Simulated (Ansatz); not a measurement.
# Calculations on Si3H9

## 1. Relaxation

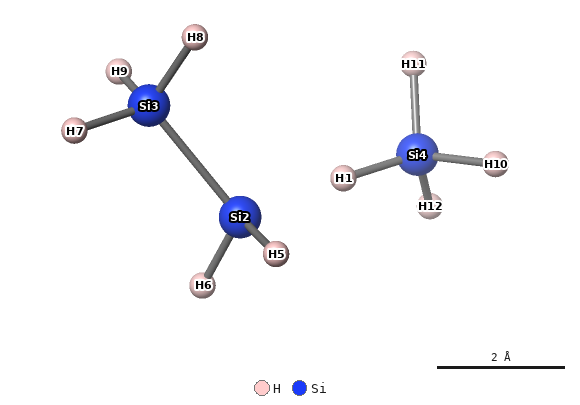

This is the input geometry for a relaxation of Si3H9 (multiplicity 2) (started from a transition state, displaced along its imaginary mode). The picture is a ball-and-stick view, seen at a tilt.

The calculation used Ansatz, UKS PBE0-D4/def2-TZVP.

Input
```yaml
crystal:
  periodic: [false, false, false]
  atoms:
    - {symbol: H, position_ang: [-0.635845, 0.059272, -0.991928]}
    - {symbol: Si, position_ang: [0.824428, 0.985037, 0.097138]}
    - {symbol: Si, position_ang: [1.285075, -0.198313, 2.035444]}
    - {symbol: Si, position_ang: [-1.663071, -0.533152, -1.784954]}
    - {symbol: H, position_ang: [0.277301, 2.348035, 0.349800]}
    - {symbol: H, position_ang: [1.985139, 1.080173, -0.832718]}
    - {symbol: H, position_ang: [2.306984, 0.474051, 2.885407]}
    - {symbol: H, position_ang: [0.034258, -0.349331, 2.829083]}
    - {symbol: H, position_ang: [1.782740, -1.555256, 1.676938]}
    - {symbol: H, position_ang: [-2.883516, 0.333360, -1.860903]}
    - {symbol: H, position_ang: [-2.095440, -1.849701, -1.210702]}
    - {symbol: H, position_ang: [-1.218053, -0.794274, -3.192707]}
basis:
  gaussian: {orbitals: def2-TZVP}
magnetization: {spin_polarized: true, initial_magnetization: 1}
hamiltonian: {xc: pbe0, dispersion: d4}
relax: {f_tol: 0.005, max_steps: 200}
```

Command:
```bash
ansatz run in.yaml --threads 8 --pin off --events-out ev --progress --plain --max-ram 19148MiB
```

### What does the optimiser find from here?

The atom that moves furthest after the best rigid fit is Si4 (0.72 Å). By element the largest moves are Si 0.72 Å, H 0.66 Å. Some distances before and after: H1–Si2 2.043 → 3.247 Å, H1–Si4 1.427 → 1.487 Å, Si4–H10 1.499 → 1.485 Å, Si2–Si3 2.317 → 2.323 Å. Among the angles between lasting bonds that change: H1–Si4–H10 112.0° → 109.5°, H10–Si4–H11 107.0° → 109.5°. The energy falls by 0.332 eV in 8 geometry steps. The largest force component goes from 2.1 to 0.0041 eV/Å. Cost: 18 s on 8 threads of Arm Neoverse V1, with other jobs on the host.

The structure at the end:

```xyz
12

H    -1.0842   -0.1007   -1.4557
Si    1.2215    1.1804    0.4384
Si    1.5798   -0.0991    2.3443
Si   -2.1590   -0.7418   -2.2582
H     0.6589    2.5342    0.6955
H     2.3968    1.2821   -0.4693
H     2.5958    0.4936    3.2589
H     0.2977   -0.2305    3.0858
H     2.0439   -1.4512    1.9358
H    -3.3450    0.1507   -2.3012
H    -2.5358   -2.0357   -1.6346
H    -1.6703   -0.9821   -3.6397
```

The end point in the same view:

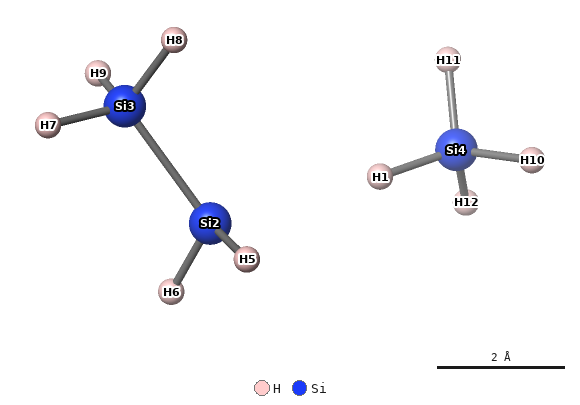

## 2. Relaxation

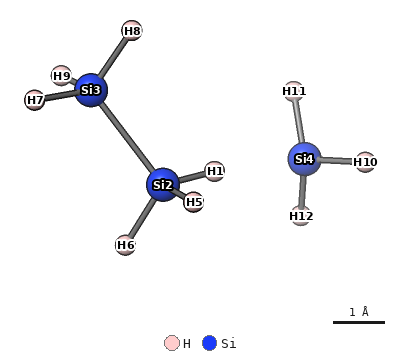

This is the input geometry for a relaxation of Si3H9 (multiplicity 2) (started from a transition state, displaced along its imaginary mode). A ball-and-stick model, seen at a tilt.

Method: UKS PBE0-D4/def2-TZVP (Ansatz 0.2.0).

Input file:
```yaml
crystal:
  periodic: [false, false, false]
  atoms:
    - {symbol: H, position_ang: [-0.210535, 0.292507, -0.638780]}
    - {symbol: Si, position_ang: [0.759649, 0.949842, 0.047297]}
    - {symbol: Si, position_ang: [1.274968, -0.202314, 2.024582]}
    - {symbol: Si, position_ang: [-1.830368, -0.627081, -1.918339]}
    - {symbol: H, position_ang: [0.264362, 2.323095, 0.342567]}
    - {symbol: H, position_ang: [1.955609, 1.059575, -0.833207]}
    - {symbol: H, position_ang: [2.299500, 0.485151, 2.855807]}
    - {symbol: H, position_ang: [0.034873, -0.349666, 2.831211]}
    - {symbol: H, position_ang: [1.780765, -1.555573, 1.675064]}
    - {symbol: H, position_ang: [-2.951377, 0.339256, -1.899641]}
    - {symbol: H, position_ang: [-2.137817, -1.897764, -1.224880]}
    - {symbol: H, position_ang: [-1.239628, -0.817129, -3.261782]}
basis:
  gaussian: {orbitals: def2-TZVP}
magnetization: {spin_polarized: true, initial_magnetization: 1}
hamiltonian: {xc: pbe0, dispersion: d4}
relax: {f_tol: 0.005, max_steps: 200}
```

Run as
```bash
ansatz run in.yaml --threads 8 --pin off --events-out ev --progress --plain --max-ram 19148MiB
```

### Where does the relaxation end?

Over 53 accepted moves (56 points after the start) the energy falls by 0.468 eV. The largest force component goes from 2.7 to 0.0042 eV/Å. The line search rejected the trial steps at points 12, 24, 46 of the run. The forces were under the threshold at step 7, but the run went on from there. H1 moves most after the best rigid fit: 1.42 Å. Largest moves by element: H 1.42 Å, Si 0.93 Å. Some distances before and after: H1–Si2 1.358 → 1.488 Å, Si4–H10 1.480 → 1.486 Å. Bond angles that change, for instance: Si2–Si3–H7 113.3° → 108.3°, Si2–Si3–H8 108.8° → 111.8°, Si2–Si3–H9 108.9° → 111.2°. Cost: 110 s on 8 threads of Arm Neoverse V1 (shared host).

Final geometry:

```xyz
12

H     0.6892    0.9538   -1.5197
Si    1.0708    1.3786   -0.1455
Si    0.8047   -0.3391    1.4253
Si   -1.6075   -1.0588   -1.1269
H     0.2330    2.5477    0.2350
H     2.4967    1.8057   -0.1725
H     1.5821    0.0188    2.6471
H    -0.6186   -0.5063    1.8256
H     1.3236   -1.6310    0.9033
H    -2.2548    0.2624   -0.9173
H    -2.4518   -2.1610   -0.5973
H    -1.2674   -1.2710   -2.5573
```

The end point in the same view:

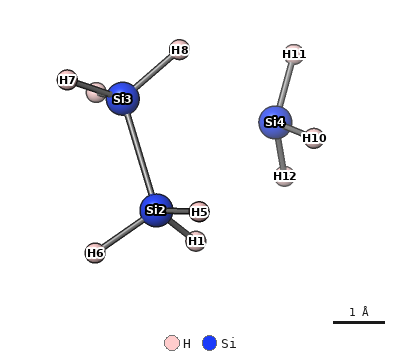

Limits of the set-up: the start holds two separate molecules, 2.3 Å apart at their closest, whose relative position is a soft coordinate.

## 3. Reaction

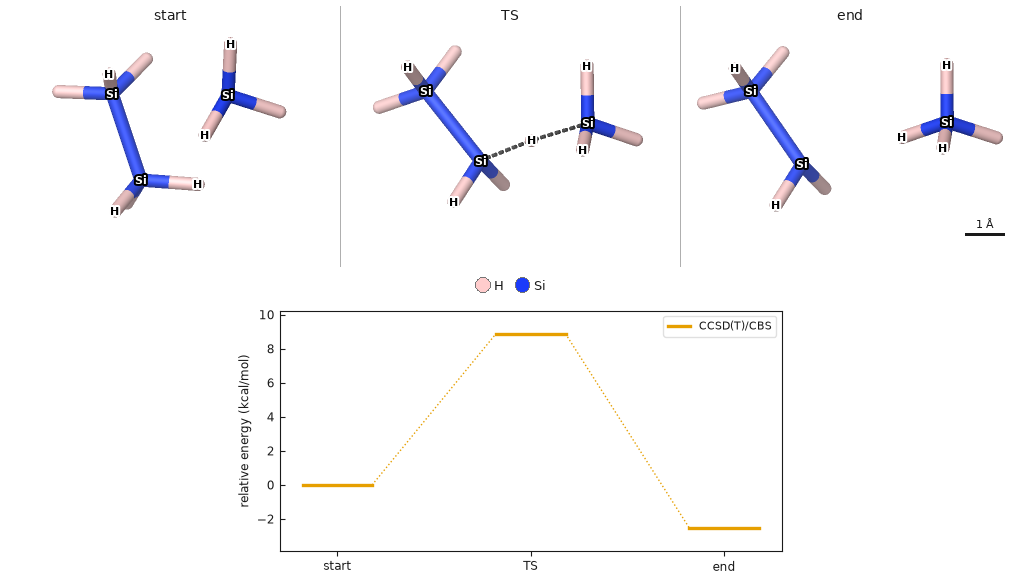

A reaction step of Si₃H₉ (multiplicity 2), with its energy diagram. A stick model, seen at a tilt. Dashed sticks mark bonds that form or break.

Stationary points at PBE0-D4/def2-TZVP, single-point energies with CCSD(T)/CBS (def2-TZVPP where no basis is named; Ansatz 0.2.0). The energies are electronic, without zero-point or thermal terms, and both ends are the relaxed geometries reached downhill from the saddle, with any fragments still in contact. CCSD(T)/CBS stands for a frozen-core estimate: MP2 correlation extrapolated from def2-TZVPP and def2-QZVPP, CCSD(T) minus MP2 from the smaller set.

What happens, and what does it cost?

Counted by bonded pieces, the start holds SiH₃ + Si₂H₆ and the end holds SiH₄ + Si₂H₅. From the start over the saddle to the end, a bond forms: H–Si (3.08 → 1.84 → 1.49 Å). A bond breaks: H–Si (1.49 → 1.70 → 3.25 Å). The saddle has one imaginary mode, 847i cm⁻¹. The end the end keeps a soft imaginary mode of 39i cm⁻¹, so it isn't quite a minimum. With CCSD(T)/CBS the barrier is 8.9 kcal/mol from the start and 11.4 kcal/mol from the end, and the end lies 2.5 kcal/mol below the start.
